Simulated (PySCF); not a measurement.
# C3H8BOP: electronic excitations at several levels of theory

How much do the electronic excitations of C3H8BOP (`C=C(BP)OC`) depend on the level of theory, and what does each level cost?

Programs: PySCF 2.14.0, with density-fitted response routines of our own. Each step states its level of theory. These are calculated values for one molecule in the gas phase, unless marked as measured. Atoms are numbered from 0 throughout.

## 1. Starting geometry

14 atoms, charge 0, multiplicity 1; geometry from: GFN2-xTB. The atoms were then displaced at random by about 0.01 Å, so the start is not that level's minimum.

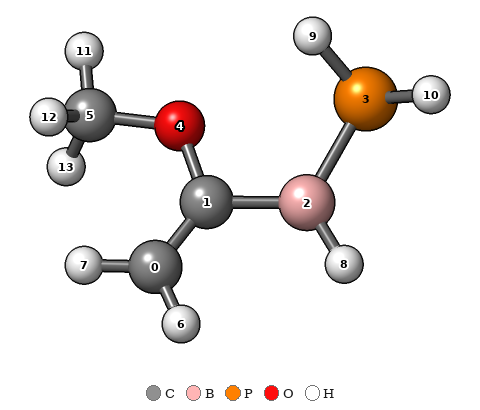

As it starts; carbon grey, boron pink, phosphorus orange, oxygen red, hydrogen white, atoms numbered; sticks join atoms by distance.

## 2. Optimising the geometry at PBE0-D3(BJ)/def2-SVP

The job: settings as JSON, then the geometry in Å.

```
{"job": {"xc": "PBE0", "basis": "def2-SVP", "d3": "d3bj", "grid": 1, "shake": 0.01, "kind": "geom"}, "charge": 0, "multiplicity": 1}
C     -1.563600    -0.695880     0.486670
C     -0.357330    -0.432450     0.013570
B      0.679320    -1.527000    -0.325090
P      2.378680    -0.895620    -0.892290
O      0.149180     0.821520    -0.228020
C     -0.680060     1.947880    -0.006350
H     -1.888410    -1.688090     0.634380
H     -2.287740     0.098210     0.723910
H      0.407810    -2.650430    -0.337920
H      2.616430     0.096240     0.027630
H      3.209870    -1.838690    -0.364950
H     -0.078710     2.815790    -0.271860
H     -1.003280     2.032140     1.037410
H     -1.589320     1.901310    -0.624340
```

Command:

```bash
$ OMP_NUM_THREADS=1 python probes_run.py task.json out
```

This one command runs all jobs of the session in turn.

The log of the run:

```text
step   0  E = -559.85839221  max force = 0.032580
step   1  E = -559.86589041  max force = 0.005044
step   2  E = -559.86629919  max force = 0.002319
step   3  E = -559.86640299  max force = 0.001414
step   4  E = -559.86644875  max force = 0.000565
step   5  E = -559.86646168  max force = 0.000641
step   6  E = -559.86646421  max force = 0.000419
optimisation converged
```

Run time: 51 s. Hardware: 1 thread of Arm Neoverse V1, shared host; peak memory 0.5 GiB.

Relaxation path:

```
step  energy from step 0 (eV)  largest force component (eV/Å)
   0                   0.0000                          1.6753
   1                  -0.2040                          0.2594
   2                  -0.2152                          0.1192
   3                  -0.2180                          0.0727
   4                  -0.2192                          0.0291
   5                  -0.2196                          0.0330
   6                  -0.2197                          0.0215
```

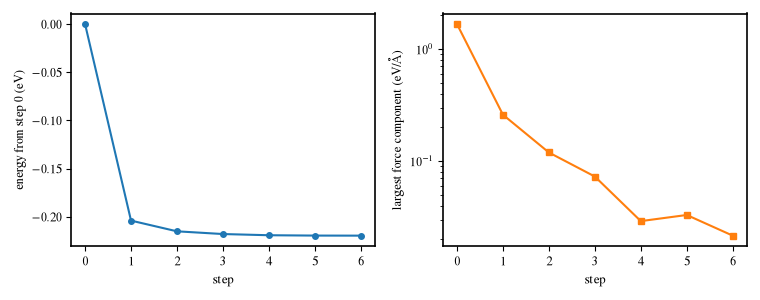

Energy and force, step by step.

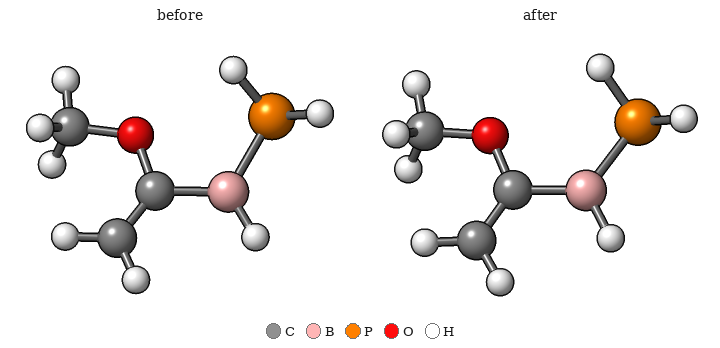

The geometry before (left) and after (right).

Distances of close pairs at the start and the end, largest changes first:

```csv
bond,before (Å),after (Å),change (Å)
P3–H10,1.363,1.420,+0.056
B2–H8,1.156,1.207,+0.051
P3–H9,1.374,1.418,+0.044
C0–H6,1.054,1.090,+0.035
C0–C1,1.322,1.353,+0.031
B2–P3,1.900,1.876,-0.023
C1–O4,1.374,1.355,-0.019
O4–C5,1.416,1.398,-0.018
```

The next job starts from the end point, and lists it.

```csv
at the end point,value
point group (found at 0.08 Å tolerance),C1
"rotational constants (GHz, main isotopes)","5.216, 1.618, 1.253"
dipole moment (D),2.05
```

## 3. Ultraviolet spectrum: LDA/def2-SVPD

The job: settings as JSON, then the geometry in Å.

```
{"job": {"kind": "uv", "xc": "LDA", "basis": "def2-SVPD", "ip": true}, "charge": 0, "multiplicity": 1}
C     -1.560060    -0.675533     0.421355
C     -0.317998    -0.351992    -0.007004
B      0.731877    -1.464937    -0.274313
P      2.440855    -1.047741    -0.927225
O      0.124713     0.914069    -0.201091
C     -0.757905     1.972509     0.035174
H     -1.815113    -1.729598     0.529512
H     -2.334662     0.054192     0.669737
H      0.398256    -2.621766    -0.194547
H      2.781364     0.123560    -0.204223
H      3.260714    -1.995635    -0.260457
H     -0.217326     2.899519    -0.195111
H     -1.088214     2.000204     1.089584
H     -1.653639     1.907796    -0.609003
```

Level: TDDFT LDA/def2-SVPD, vertical, gas phase, core orbitals frozen in the response.

The log of the run:

```text
coarse grid: 12016 points
cycle   1  E = -556.8946654299  dE =  3.888e-01  |g| = 5.743e-01  |ddm| = 6.441e+00
cycle   2  E = -556.6646550189  dE =  2.300e-01  |g| = 1.156e+00  |ddm| = 2.346e+00
cycle   3  E = -556.9582674836  dE = -2.936e-01  |g| = 2.916e-01  |ddm| = 1.593e+00
cycle   4  E = -556.9760967010  dE = -1.783e-02  |g| = 1.100e-01  |ddm| = 4.698e-01
cycle   5  E = -556.9792602036  dE = -3.164e-03  |g| = 4.204e-02  |ddm| = 2.034e-01
cycle   6  E = -556.9798232710  dE = -5.631e-04  |g| = 1.009e-02  |ddm| = 8.336e-02
cycle   7  E = -556.9798513777  dE = -2.811e-05  |g| = 4.099e-03  |ddm| = 2.175e-02
cycle   8  E = -556.9798568993  dE = -5.522e-06  |g| = 1.133e-03  |ddm| = 7.969e-03
final grid: 110944 points
cycle   9  E = -557.0771051504  dE = -5.221e-05  |g| = 4.487e-03  |ddm| = 1.636e-01
cycle  10  E = -557.0770894591  dE =  1.569e-05  |g| = 8.648e-03  |ddm| = 1.712e-02
cycle  11  E = -557.0771086873  dE = -1.923e-05  |g| = 2.670e-03  |ddm| = 1.256e-02
cycle  12  E = -557.0771107472  dE = -2.060e-06  |g| = 4.998e-04  |ddm| = 4.042e-03
cycle  13  E = -557.0771108012  dE = -5.398e-08  |g| = 2.027e-04  |ddm| = 1.029e-03
cycle  14  E = -557.0771108126  dE = -1.140e-08  |g| = 6.619e-05  |ddm| = 3.781e-04
cycle  15  E = -557.0771108139  dE = -1.278e-09  |g| = 1.237e-05  |ddm| = 1.217e-04
cycle  16  E = -557.0771108139  dE = -4.570e-11  |g| = 3.659e-06  |ddm| = 2.909e-05
converged SCF energy = -557.0771108139

Static polarisability (au): isotropic 94.706, principal 65.719 90.763 127.635

Singlet excitations
state   eV       nm        f      main configurations
  1   3.9052    317.5   0.12009   H->L 0.82, H-1->L 0.11
  2   4.0322    307.5   0.08458   H-1->L 0.83, H->L 0.12
  3   5.0633    244.9   0.01388   H-2->L 0.94
  4   5.3286    232.7   0.04626   H-3->L 0.95
  5   5.6997    217.5   0.02237   H-4->L 0.96
  6   5.8250    212.8   0.00123   H->L+1 0.94
  7   6.0996    203.3   0.00269   H->L+2 0.55, H->L+3 0.34
  8   6.1470    201.7   0.03660   H-5->L 0.51, H->L+3 0.28, H->L+2 0.11
  9   6.1913    200.3   0.05041   H-1->L+1 0.90
 10   6.2683    197.8   0.05295   H->L+4 0.43, H->L+3 0.20, H-5->L 0.18

Triplet excitations (Tamm-Dancoff, eV): 2.8171 3.1268 4.7603 4.9152
Vertical ionisation energy (delta-SCF) = 9.1673 eV
Vertical electron affinity (delta-SCF) = 0.3216 eV
```

It took 94 s on 1 thread of Arm Neoverse V1, shared host; peak memory 0.56 GiB.

The orbitals next to the gap, with their largest atomic shares:

| orbital | eV | atoms |
| --- | --- | --- |
| HOMO−3 | -8.02 | B2 33 %, H8 22 %, P3 20 % |
| HOMO−2 | -7.82 | O4 27 %, C1 16 %, B2 14 % |
| HOMO−1 | -6.35 | P3 42 %, B2 17 %, O4 14 % |
| HOMO | -6.03 | C0 27 %, O4 20 %, P3 18 % |
| LUMO | -2.92 | B2 35 %, C0 20 %, P3 16 % |
| LUMO+1 | -0.25 | B2 25 %, P3 19 %, H10 12 % |
| LUMO+2 | -0.05 | P3 36 %, B2 14 %, H9 14 % |

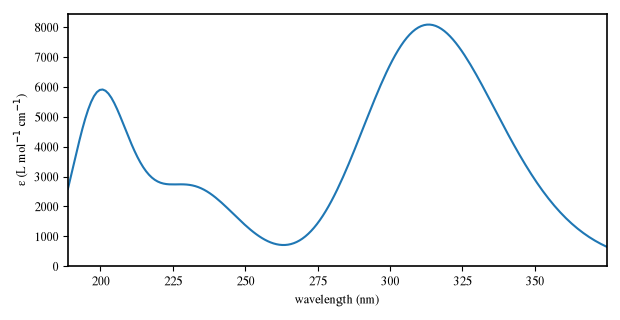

Absorption spectrum: each of the 10 states is a Gaussian band of 0.4 eV half-width at 1/e. Beyond the last state computed it falls off for lack of states.

Ground-state properties from the same run:

```csv
property,computed
dipole moment (D),1.90
polarisability (Å³),14.03
HOMO–LUMO gap (eV),3.11
−ε(HOMO) (eV),6.03
```

## 4. Excited states and response: PBE/def2-SVPD

Same as in step 3 but for these lines:

```diff
@@ -1,2 +1,2 @@
-{"job": {"kind": "uv", "xc": "LDA", "basis": "def2-SVPD", "ip": true}, "charge": 0, "multiplicity": 1}
+{"job": {"kind": "uv", "xc": "PBE", "basis": "def2-SVPD", "ip": true}, "charge": 0, "multiplicity": 1}
 C     -1.560060    -0.675533     0.421355
```

Method: TDDFT PBE/def2-SVPD, vertical, gas phase, core orbitals frozen in the response.

The log of the run:

```text
coarse grid: 12016 points
cycle   1  E = -559.6411622772  dE =  3.936e-01  |g| = 5.583e-01  |ddm| = 6.137e+00
cycle   2  E = -559.4343554807  dE =  2.068e-01  |g| = 1.106e+00  |ddm| = 2.246e+00
cycle   3  E = -559.7009000074  dE = -2.665e-01  |g| = 2.752e-01  |ddm| = 1.486e+00
cycle   4  E = -559.7168024542  dE = -1.590e-02  |g| = 1.068e-01  |ddm| = 4.453e-01
cycle   5  E = -559.7198973527  dE = -3.095e-03  |g| = 3.697e-02  |ddm| = 1.900e-01
cycle   6  E = -559.7203157796  dE = -4.184e-04  |g| = 1.070e-02  |ddm| = 7.493e-02
cycle   7  E = -559.7203487206  dE = -3.294e-05  |g| = 4.055e-03  |ddm| = 2.209e-02
cycle   8  E = -559.7203544725  dE = -5.752e-06  |g| = 9.255e-04  |ddm| = 8.075e-03
final grid: 110944 points
cycle   9  E = -559.8206499201  dE = -2.775e-05  |g| = 1.757e-02  |ddm| = 1.867e-01
cycle  10  E = -559.8203438249  dE =  3.061e-04  |g| = 4.077e-02  |ddm| = 6.038e-02
cycle  11  E = -559.8206984450  dE = -3.546e-04  |g| = 7.931e-03  |ddm| = 4.853e-02
cycle  12  E = -559.8207170386  dE = -1.859e-05  |g| = 1.221e-03  |ddm| = 1.124e-02
cycle  13  E = -559.8207174280  dE = -3.893e-07  |g| = 3.662e-04  |ddm| = 1.951e-03
cycle  14  E = -559.8207174659  dE = -3.798e-08  |g| = 6.295e-05  |ddm| = 7.277e-04
cycle  15  E = -559.8207174670  dE = -1.040e-09  |g| = 2.698e-05  |ddm| = 1.698e-04
cycle  16  E = -559.8207174672  dE = -2.603e-10  |g| = 7.265e-06  |ddm| = 6.040e-05
converged SCF energy = -559.8207174672

Static polarisability (au): isotropic 93.272, principal 64.665 89.482 125.669

Singlet excitations
state   eV       nm        f      main configurations
  1   3.9307    315.4   0.11914   H->L 0.85, H-1->L 0.09
  2   4.0800    303.9   0.08921   H-1->L 0.86, H->L 0.09
  3   5.1511    240.7   0.01472   H-2->L 0.95
  4   5.4586    227.1   0.04385   H-3->L 0.96
  5   5.7625    215.2   0.00185   H->L+1 0.97
  6   5.8138    213.3   0.01883   H-4->L 0.96
  7   6.0244    205.8   0.00612   H->L+2 0.66, H->L+3 0.29
  8   6.1452    201.8   0.00783   H-1->L+1 0.28, H->L+3 0.28, H->L+2 0.20
  9   6.1559    201.4   0.05771   H-1->L+1 0.66, H->L+3 0.21
 10   6.2659    197.9   0.06212   H-5->L 0.55, H->L+4 0.26, H-1->L+2 0.08

Triplet excitations (Tamm-Dancoff, eV): 2.7336 3.0656 4.7832 4.9638
Vertical ionisation energy (delta-SCF) = 8.9315 eV
Vertical electron affinity (delta-SCF) = 0.2115 eV
```

Run time: 2.2 min. Hardware: 1 thread of Arm Neoverse V1, shared host; peak memory 0.66 GiB.

In short: HOMO -5.87 eV, LUMO -2.72 eV; lowest singlet 3.93 eV.

## 5. Excited states and response: B3LYP/def2-SVPD

Same as in step 4 but for these lines:

```diff
@@ -1,2 +1,2 @@
-{"job": {"kind": "uv", "xc": "PBE", "basis": "def2-SVPD", "ip": true}, "charge": 0, "multiplicity": 1}
+{"job": {"kind": "uv", "xc": "B3LYP", "basis": "def2-SVPD", "ip": true}, "charge": 0, "multiplicity": 1}
 C     -1.560060    -0.675533     0.421355
```

Method: TDDFT B3LYP/def2-SVPD, vertical, gas phase, core orbitals frozen in the response.

The log of the run:

```text
coarse grid: 12016 points
cycle   1  E = -560.1535832844  dE =  4.702e-01  |g| = 4.976e-01  |ddm| = 6.206e+00
cycle   2  E = -560.0826754370  dE =  7.091e-02  |g| = 7.855e-01  |ddm| = 1.637e+00
cycle   3  E = -560.2037611295  dE = -1.211e-01  |g| = 1.410e-01  |ddm| = 9.119e-01
cycle   4  E = -560.2076486795  dE = -3.888e-03  |g| = 5.525e-02  |ddm| = 2.368e-01
cycle   5  E = -560.2084209147  dE = -7.722e-04  |g| = 1.650e-02  |ddm| = 8.669e-02
cycle   6  E = -560.2084962623  dE = -7.535e-05  |g| = 4.743e-03  |ddm| = 3.423e-02
cycle   7  E = -560.2085031427  dE = -6.880e-06  |g| = 1.085e-03  |ddm| = 8.988e-03
final grid: 110944 points
cycle   8  E = -560.2925096424  dE = -3.784e-05  |g| = 5.367e-03  |ddm| = 1.354e-01
cycle   9  E = -560.2925021834  dE =  7.459e-06  |g| = 7.889e-03  |ddm| = 1.899e-02
cycle  10  E = -560.2925164560  dE = -1.427e-05  |g| = 1.288e-03  |ddm| = 1.033e-02
cycle  11  E = -560.2925168417  dE = -3.857e-07  |g| = 2.565e-04  |ddm| = 1.912e-03
cycle  12  E = -560.2925168557  dE = -1.405e-08  |g| = 1.235e-04  |ddm| = 5.032e-04
cycle  13  E = -560.2925168596  dE = -3.875e-09  |g| = 3.194e-05  |ddm| = 1.886e-04
cycle  14  E = -560.2925168599  dE = -2.683e-10  |g| = 6.323e-06  |ddm| = 7.010e-05
converged SCF energy = -560.2925168599

Static polarisability (au): isotropic 90.200, principal 63.731 86.725 120.144

Singlet excitations
state   eV       nm        f      main configurations
  1   4.3202    287.0   0.22792   H->L 0.79, H-1->L 0.16
  2   4.5402    273.1   0.02844   H-1->L 0.79, H->L 0.17
  3   5.7382    216.1   0.03394   H-2->L 0.91
  4   5.8989    210.2   0.02352   H-3->L 0.93
  5   6.1687    201.0   0.00119   H->L+1 0.96
  6   6.4627    191.8   0.08213   H->L+2 0.59, H-1->L+1 0.38
  7   6.5748    188.6   0.01038   H-4->L 0.78
  8   6.6030    187.8   0.02257   H-1->L+1 0.32, H->L+3 0.24, H->L+2 0.17
  9   6.6678    185.9   0.00940   H->L+3 0.50, H-1->L+3 0.13, H-1->L+1 0.10
 10   6.9610    178.1   0.01962   H-1->L+2 0.43, H-1->L+3 0.23, H->L+3 0.11

Triplet excitations (Tamm-Dancoff, eV): 2.9701 3.3927 5.2581 5.4095
Vertical ionisation energy (delta-SCF) = 8.6913 eV
Vertical electron affinity (delta-SCF) = 0.1710 eV
```

Wall time 2 min (1 thread of Arm Neoverse V1, shared host); peak memory 0.84 GiB.

In short: HOMO -6.74 eV, LUMO -2.03 eV; lowest singlet 4.32 eV.

## 6. Excited states and response: PBE0/def2-SVPD

Same as in step 5 but for these lines:

```diff
@@ -1,2 +1,2 @@
-{"job": {"kind": "uv", "xc": "B3LYP", "basis": "def2-SVPD", "ip": true}, "charge": 0, "multiplicity": 1}
+{"job": {"kind": "uv", "xc": "PBE0", "basis": "def2-SVPD", "ip": true}, "charge": 0, "multiplicity": 1}
 C     -1.560060    -0.675533     0.421355
```

Level: TDDFT PBE0/def2-SVPD, vertical, gas phase, core orbitals frozen in the response.

The log of the run:

```text
coarse grid: 12016 points
cycle   1  E = -559.7536351851  dE =  4.959e-01  |g| = 4.410e-01  |ddm| = 5.477e+00
cycle   2  E = -559.7167117838  dE =  3.692e-02  |g| = 6.304e-01  |ddm| = 1.396e+00
cycle   3  E = -559.7947400784  dE = -7.803e-02  |g| = 1.138e-01  |ddm| = 7.611e-01
cycle   4  E = -559.7972061280  dE = -2.466e-03  |g| = 4.487e-02  |ddm| = 1.830e-01
cycle   5  E = -559.7977173225  dE = -5.112e-04  |g| = 1.255e-02  |ddm| = 7.080e-02
cycle   6  E = -559.7977601401  dE = -4.282e-05  |g| = 3.580e-03  |ddm| = 2.594e-02
cycle   7  E = -559.7977639765  dE = -3.836e-06  |g| = 8.147e-04  |ddm| = 6.626e-03
final grid: 110944 points
cycle   8  E = -559.8729155137  dE = -3.363e-05  |g| = 1.047e-02  |ddm| = 1.324e-01
cycle   9  E = -559.8728842376  dE =  3.128e-05  |g| = 1.611e-02  |ddm| = 3.318e-02
cycle  10  E = -559.8729394789  dE = -5.524e-05  |g| = 1.964e-03  |ddm| = 1.922e-02
cycle  11  E = -559.8729404540  dE = -9.751e-07  |g| = 3.813e-04  |ddm| = 3.084e-03
cycle  12  E = -559.8729404897  dE = -3.573e-08  |g| = 1.564e-04  |ddm| = 6.970e-04
cycle  13  E = -559.8729404958  dE = -6.114e-09  |g| = 3.201e-05  |ddm| = 2.676e-04
cycle  14  E = -559.8729404961  dE = -2.844e-10  |g| = 7.506e-06  |ddm| = 8.463e-05
converged SCF energy = -559.8729404961

Static polarisability (au): isotropic 89.436, principal 63.261 85.918 119.129

Singlet excitations
state   eV       nm        f      main configurations
  1   4.3981    281.9   0.23434   H->L 0.80, H-1->L 0.15
  2   4.6339    267.6   0.02990   H-1->L 0.79, H->L 0.17
  3   5.8093    213.4   0.03502   H-2->L 0.86, H-3->L 0.08
  4   5.9375    208.8   0.02622   H-3->L 0.88
  5   6.4025    193.6   0.00147   H->L+1 0.95
  6   6.6956    185.2   0.06842   H->L+2 0.46, H-1->L+1 0.40
  7   6.7144    184.7   0.01002   H-4->L 0.92
  8   6.7704    183.1   0.05450   H->L+3 0.58, H-1->L+1 0.20, H-1->L+3 0.15
  9   6.8958    179.8   0.00237   H->L+2 0.40, H-1->L+1 0.25, H-1->L+2 0.21
 10   7.1465    173.5   0.11270   H-5->L 0.74, H->L+5 0.15

Triplet excitations (Tamm-Dancoff, eV): 2.9418 3.3744 5.2402 5.3563
Vertical ionisation energy (delta-SCF) = 8.7032 eV
Vertical electron affinity (delta-SCF) = 0.2213 eV
```

Run time: 2.6 min. Hardware: 1 thread of Arm Neoverse V1, shared host; peak memory 0.83 GiB.

Key values: HOMO -6.96 eV, LUMO -1.87 eV; lowest singlet 4.40 eV.

## 7. Ultraviolet spectrum: BHandHLYP/def2-SVPD

Same as in step 6 but for these lines:

```diff
@@ -1,2 +1,2 @@
-{"job": {"kind": "uv", "xc": "PBE0", "basis": "def2-SVPD", "ip": true}, "charge": 0, "multiplicity": 1}
+{"job": {"kind": "uv", "xc": "BHandHLYP", "basis": "def2-SVPD", "ip": true}, "charge": 0, "multiplicity": 1}
 C     -1.560060    -0.675533     0.421355
```

Level: TDDFT BHandHLYP/def2-SVPD, vertical, gas phase, core orbitals frozen in the response.

The log of the run:

```text
coarse grid: 12016 points
cycle   1  E = -560.0295073538  dE =  6.221e-01  |g| = 4.403e-01  |ddm| = 5.461e+00
cycle   2  E = -560.0387199363  dE = -9.213e-03  |g| = 4.488e-01  |ddm| = 1.196e+00
cycle   3  E = -560.0751020280  dE = -3.638e-02  |g| = 7.801e-02  |ddm| = 5.631e-01
cycle   4  E = -560.0761852761  dE = -1.083e-03  |g| = 3.265e-02  |ddm| = 1.301e-01
cycle   5  E = -560.0764551897  dE = -2.699e-04  |g| = 8.312e-03  |ddm| = 5.785e-02
cycle   6  E = -560.0764743628  dE = -1.917e-05  |g| = 1.966e-03  |ddm| = 1.583e-02
cycle   7  E = -560.0764756276  dE = -1.265e-06  |g| = 4.443e-04  |ddm| = 3.986e-03
final grid: 110944 points
cycle   8  E = -560.1312271245  dE = -1.743e-05  |g| = 2.193e-03  |ddm| = 7.731e-02
cycle   9  E = -560.1312276069  dE = -4.824e-07  |g| = 1.861e-03  |ddm| = 9.545e-03
cycle  10  E = -560.1312284160  dE = -8.091e-07  |g| = 3.053e-04  |ddm| = 2.725e-03
cycle  11  E = -560.1312284315  dE = -1.542e-08  |g| = 1.616e-04  |ddm| = 6.280e-04
cycle  12  E = -560.1312284379  dE = -6.439e-09  |g| = 3.043e-05  |ddm| = 2.671e-04
cycle  13  E = -560.1312284382  dE = -2.597e-10  |g| = 9.472e-06  |ddm| = 5.922e-05
converged SCF energy = -560.1312284382

Static polarisability (au): isotropic 86.518, principal 62.340 83.359 113.856

Singlet excitations
state   eV       nm        f      main configurations
  1   4.7305    262.1   0.23201   H->L 0.79, H-1->L 0.12
  2   5.1951    238.7   0.10071   H-1->L 0.79, H->L 0.17
  3   6.3429    195.5   0.03961   H-2->L 0.80
  4   6.4406    192.5   0.00989   H-3->L 0.86
  5   6.6654    186.0   0.00936   H->L+1 0.81
  6   6.9215    179.1   0.03088   H->L+4 0.39, H-1->L+4 0.18, H->L+3 0.16
  7   6.9754    177.7   0.13967   H-1->L+1 0.55, H->L+2 0.21, H->L+3 0.12
  8   7.3313    169.1   0.00258   H->L+2 0.38, H-1->L+2 0.33, H-1->L+1 0.12
  9   7.6813    161.4   0.04438   H->L+3 0.56, H->L+4 0.11, H-1->L+3 0.10
 10   7.7438    160.1   0.00295   H-4->L 0.85

Triplet excitations (Tamm-Dancoff, eV): 3.1287 3.7367 5.7034 5.8527
Vertical ionisation energy (delta-SCF) = 8.7785 eV
```

Wall time 99 s (1 thread of Arm Neoverse V1, shared host); peak memory 0.82 GiB.

In short: HOMO -7.90 eV, LUMO -0.85 eV; lowest singlet 4.73 eV.

## 8. Excited states and response: CAM-B3LYP/def2-SVPD

Same as in step 7 but for these lines:

```diff
@@ -1,2 +1,2 @@
-{"job": {"kind": "uv", "xc": "BHandHLYP", "basis": "def2-SVPD", "ip": true}, "charge": 0, "multiplicity": 1}
+{"job": {"kind": "uv", "xc": "CAM-B3LYP", "basis": "def2-SVPD", "ip": true}, "charge": 0, "multiplicity": 1}
 C     -1.560060    -0.675533     0.421355
```

With the program's defaults for keys left out, this is: TDDFT CAM-B3LYP/def2-SVPD, vertical, gas phase, core orbitals frozen in the response.

The log of the run:

```text
coarse grid: 12016 points
cycle   1  E = -560.0186730457  dE =  6.063e-01  |g| = 4.722e-01  |ddm| = 5.959e+00
cycle   2  E = -560.0094157664  dE =  9.257e-03  |g| = 5.728e-01  |ddm| = 1.271e+00
cycle   3  E = -560.0671938474  dE = -5.778e-02  |g| = 7.610e-02  |ddm| = 6.397e-01
cycle   4  E = -560.0682298126  dE = -1.036e-03  |g| = 3.357e-02  |ddm| = 1.415e-01
cycle   5  E = -560.0685085341  dE = -2.787e-04  |g| = 9.488e-03  |ddm| = 6.163e-02
cycle   6  E = -560.0685329520  dE = -2.442e-05  |g| = 2.285e-03  |ddm| = 1.785e-02
cycle   7  E = -560.0685345992  dE = -1.647e-06  |g| = 5.358e-04  |ddm| = 4.749e-03
final grid: 110944 points
cycle   8  E = -560.1542750069  dE = -2.738e-05  |g| = 3.018e-03  |ddm| = 8.152e-02
cycle   9  E = -560.1542752885  dE = -2.816e-07  |g| = 3.079e-03  |ddm| = 1.210e-02
cycle  10  E = -560.1542772841  dE = -1.996e-06  |g| = 5.175e-04  |ddm| = 4.161e-03
cycle  11  E = -560.1542773337  dE = -4.956e-08  |g| = 1.869e-04  |ddm| = 8.764e-04
cycle  12  E = -560.1542773424  dE = -8.738e-09  |g| = 3.818e-05  |ddm| = 3.662e-04
cycle  13  E = -560.1542773428  dE = -3.913e-10  |g| = 1.435e-05  |ddm| = 7.797e-05
converged SCF energy = -560.1542773428

Static polarisability (au): isotropic 88.127, principal 63.144 85.177 116.061

Singlet excitations
state   eV       nm        f      main configurations
  1   4.5902    270.1   0.22928   H->L 0.78, H-1->L 0.14
  2   4.9596    250.0   0.06451   H-1->L 0.77, H->L 0.18
  3   6.0367    205.4   0.02866   H-2->L 0.71, H-3->L 0.17
  4   6.1414    201.9   0.02960   H-3->L 0.75, H-2->L 0.16
  5   6.5579    189.1   0.00541   H->L+1 0.82
  6   6.8174    181.9   0.07848   H-1->L+1 0.40, H->L+2 0.22, H->L+4 0.13
  7   6.8425    181.2   0.08335   H->L+3 0.27, H->L+4 0.19, H-1->L+1 0.18
  8   7.1815    172.6   0.00252   H-4->L 0.60, H->L+2 0.14, H-1->L+2 0.09
  9   7.2162    171.8   0.00455   H->L+2 0.28, H-4->L 0.27, H-1->L+2 0.22
 10   7.5651    163.9   0.03842   H->L+3 0.58, H-1->L+3 0.14, H->L+4 0.10

Triplet excitations (Tamm-Dancoff, eV): 3.0975 3.6326 5.4548 5.5785
Vertical ionisation energy (delta-SCF) = 8.9014 eV
Vertical electron affinity (delta-SCF) = 0.1748 eV
```

It took 2.4 min on 1 thread of Arm Neoverse V1, shared host; peak memory 0.98 GiB.

This run: HOMO -8.21 eV, LUMO -0.77 eV; lowest singlet 4.59 eV.

(Part 1 of 2 ends here.)
